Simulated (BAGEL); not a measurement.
# P4 (SMILES P12P3P1P23) at HF/STO-3G (density fitting with qzvpp-jkfit)

Aim: the vertical singlet–triplet gap of P4 at HF/STO-3G (density fitting with qzvpp-jkfit), from 2 runs. 

The results are computed with BAGEL 1.2.2.

9 further runs of the same task are left out: 5 that didn't finish, 4 set aside as unsound or not needed. Runs told in other sessions of the task aren't counted.

## Step 1: Starting point

The species is P4 (4 atoms), meant as a singlet with charge 0. As SMILES, `P12P3P1P23`. The shape is that of a PBE0-D4/def2-TZVP optimisation.

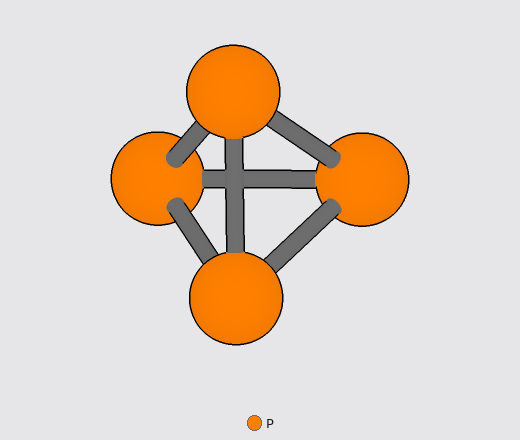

Viewed from a chosen angle; phosphorus orange.

## Step 2: A single-point energy at HF/STO-3G (density fitting with qzvpp-jkfit)

input.json reads:

```json
{ "bagel" : [

{
  "title" : "molecule",
  "basis" : "sto-3g",
  "df_basis" : "qzvpp-jkfit",
  "angstrom" : true,
  "geometry" : [
    { "atom" : "P", "xyz" : [      -0.724800,      -0.100000,       1.119400 ] },
    { "atom" : "P", "xyz" : [       1.294900,       0.109800,       0.315700 ] },
    { "atom" : "P", "xyz" : [      -0.185000,      -1.091700,      -0.749800 ] },
    { "atom" : "P", "xyz" : [      -0.385100,       1.081900,      -0.685200 ] }
  ]
},

{
  "title" : "hf"
},

{
  "title" : "print",
  "file" : "orbitals.molden",
  "orbitals" : true
}

]}
```

Run with:

```console
$ BAGEL_NUM_THREADS=1 BAGEL input.json > input.out
```

The program printed:

```text
* using 1 threads per process

  ===============================================================
  ===============================================================

  *** Geometry ***

  { "atom" : "P", "xyz" : [     -1.369673,     -0.188973,      2.115359 ] },
  { "atom" : "P", "xyz" : [      2.447006,      0.207492,      0.596587 ] },
  { "atom" : "P", "xyz" : [     -0.349599,     -2.063014,     -1.416917 ] },
  { "atom" : "P", "xyz" : [     -0.727734,      2.044495,     -1.294840 ] },

  Number of auxiliary basis functions:      512

  Since a DF basis is specified, we compute 2- and 3-index integrals:
    o Being stored without compression. Storage requirement is 0.005 GB

  Number of basis functions:       36
  Number of electrons      :       60

    * METHOD: MOLECULE                             0.28

  *** RHF ***

  === Nuclear Repulsion ===
   327.1324241954

      * DIIS with orbital gradients will be used.

  === RHF iteration (sto-3g) ===
      0      -1347.64304375          0.00351546           0.05
      1      -1347.64988353          0.00058492           0.05
      2      -1347.65023937          0.00014590           0.05
      3      -1347.65027697          0.00002041           0.05
      4      -1347.65027778          0.00000044           0.05
      5      -1347.65027778          0.00000024           0.05
      6      -1347.65027778          0.00000001           0.05
      7      -1347.65027778          0.00000000           0.05
    * SCF iteration converged.

    * Permanent dipole moment:
           (    0.000002,     0.000001,     0.000001) a.u.

    * METHOD: HF                                   0.48

    * METHOD: PRINT                                0.00

  ===============================================================
```

Run time: 0.9 s. Hardware: 1 thread of Arm Neoverse N1, shared host.

## Step 3: The triplet

input.json reads:

```json
{ "bagel" : [

{
  "title" : "molecule",
  "basis" : "sto-3g",
  "df_basis" : "qzvpp-jkfit",
  "angstrom" : "true",
  "geometry" : [
    { "atom" : "P", "xyz" : [   -0.724800,   -0.100000,    1.119400 ] },
    { "atom" : "P", "xyz" : [    1.294900,    0.109800,    0.315700 ] },
    { "atom" : "P", "xyz" : [   -0.185000,   -1.091700,   -0.749800 ] },
    { "atom" : "P", "xyz" : [   -0.385100,    1.081900,   -0.685200 ] }
  ]
},
{ "title" : "uhf", "nopen" : 2 },
{ "title" : "print", "file" : "orbitals.molden", "orbitals" : "true" }

]}
```

Run with:

```console
$ BAGEL_NUM_THREADS=1 BAGEL input.json > input.out
```

The program printed:

```text
* using 1 threads per process

  ===============================================================
  ===============================================================

  *** Geometry ***

  { "atom" : "P", "xyz" : [     -1.369673,     -0.188973,      2.115359 ] },
  { "atom" : "P", "xyz" : [      2.447006,      0.207492,      0.596587 ] },
  { "atom" : "P", "xyz" : [     -0.349599,     -2.063014,     -1.416917 ] },
  { "atom" : "P", "xyz" : [     -0.727734,      2.044495,     -1.294840 ] },

  Number of auxiliary basis functions:      512

  Since a DF basis is specified, we compute 2- and 3-index integrals:
    o Being stored without compression. Storage requirement is 0.005 GB

  Number of basis functions:       36
  Number of electrons      :       60

    * METHOD: MOLECULE                             0.28

  *** Open-shell HF ***

  === Nuclear Repulsion ===
   327.1324241954

      * DIIS with orbital gradients will be used.

  === UHF iteration (sto-3g) ===
      0      -1347.41975579          0.01147221           0.10
      1      -1347.44456628          0.00623200           0.10
      2      -1347.45135843          0.00440409           0.10
      3      -1347.45524430          0.00129287           0.10
      4      -1347.45778325          0.00109446           0.10
      5      -1347.45931269          0.00094051           0.10
      6      -1347.46252172          0.00061404           0.10
      7      -1347.46347372          0.00043637           0.10
      8      -1347.46420510          0.00040445           0.10
      9      -1347.46447811          0.00042347           0.10
     10      -1347.46475253          0.00032302           0.10
     11      -1347.46511102          0.00028643           0.10
     12      -1347.46544226          0.00027101           0.10
     13      -1347.46621411          0.00024435           0.10
     14      -1347.46658768          0.00016958           0.10
     15      -1347.46679753          0.00014425           0.10
     16      -1347.46706041          0.00016392           0.10
     17      -1347.46703007          0.00010170           0.10
     18      -1347.46716128          0.00007456           0.10
     19      -1347.46720925          0.00006893           0.10
     20      -1347.46723646          0.00006484           0.10
     21      -1347.46728986          0.00006019           0.10
     22      -1347.46733177          0.00005294           0.10
     23      -1347.46736856          0.00004645           0.10
     24      -1347.46740835          0.00004143           0.10
     25      -1347.46743524          0.00003316           0.10
     26      -1347.46745852          0.00002907           0.10
     27      -1347.46746971          0.00002222           0.10
     28      -1347.46747425          0.00001709           0.10
     29      -1347.46747752          0.00001120           0.10
     30      -1347.46747875          0.00000633           0.10
     31      -1347.46747876          0.00000413           0.10
     32      -1347.46747884          0.00000321           0.10
     33      -1347.46747900          0.00000154           0.10
     34      -1347.46747905          0.00000086           0.10
     35      -1347.46747906          0.00000081           0.10
     36      -1347.46747908          0.00000059           0.10
     37      -1347.46747909          0.00000044           0.10
     38      -1347.46747910          0.00000036           0.10
     39      -1347.46747910          0.00000028           0.10
     40      -1347.46747910          0.00000014           0.10
     41      -1347.46747910          0.00000009           0.10
     42      -1347.46747910          0.00000008           0.10
     43      -1347.46747910          0.00000005           0.10
     44      -1347.46747910          0.00000004           0.10
     45      -1347.46747910          0.00000004           0.10
     46      -1347.46747910          0.00000003           0.10
     47      -1347.46747910          0.00000002           0.10
     48      -1347.46747910          0.00000001           0.10
     49      -1347.46747910          0.00000001           0.10
    * SCF iteration converged.

    * S^2 (UHF) is 2.0249

    * Permanent dipole moment:
           (    0.050128,     0.065656,    -0.020344) a.u.

    * METHOD: UHF                                  4.92

    * METHOD: PRINT                                0.00

  ===============================================================
```

Wall time 5.4 s (1 thread of Arm Neoverse N1, shared host).

## Step 4: Results

Level: HF/STO-3G (density fitting with qzvpp-jkfit).

```
                                        quantity           value
                           singlet: total energy  -1347.65028 Eh
                          singlet: dipole moment          0.00 D
                            singlet: HOMO energy        -6.13 eV
                            singlet: LUMO energy         7.96 eV
                          singlet: HOMO–LUMO gap        14.09 eV
                           triplet: total energy  -1347.46748 Eh
                          triplet: dipole moment          0.22 D
                                   triplet: ⟨S²⟩           2.025
vertical energy of the triplet above the singlet        4.974 eV
```

At this shape the triplet lies 4.97 eV (115 kcal/mol) above the singlet. In a minimal basis such a difference can be off by several eV, whatever the method.
